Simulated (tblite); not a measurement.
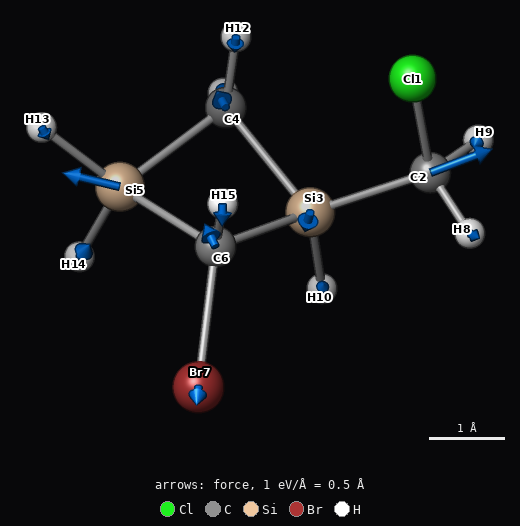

Starting geometry of C$_{3}$H$_{8}$BrClSi$_{2}$ with the computed forces as blue arrows. Style: ball-and-stick. Shown at a tilt.

Theory: GFN2-xTB geometry optimisation, gas phase (tblite 0.8.0). 

> What follows when this structure is relaxed?

It isn't relaxed: the largest force vector, on a C atom, is 1.80 eV/Å. The final displacements have little in common with the starting forces (cosine between the two patterns 0.11). After 109 geometry steps the energy has fallen by 0.423 eV. The largest moves after the best rigid fit, 1.31 Å, are those of H atoms. By element the largest moves are H 1.31 Å, Br 1.12 Å, Cl 0.69 Å, Si 0.49 Å, C 0.47 Å. Some distances before and after: C–Si 1.830 → 1.909 Å, Br–C 1.919 → 1.970 Å, C–Si 1.877 → 1.915 Å, H–Si 1.497 → 1.459 Å. Among the angles between lasting bonds that change: Br–C–H 113.2° → 104.7°, C–Si–H 112.1° → 119.9°, Si–C–Si 84.8° → 92.5°. Groups turn about C–Si by about 45°, C–Si by about 40°, C–Si by about 40°. The run took 1 s on 1 thread of Arm Neoverse V1, with other jobs on the host.
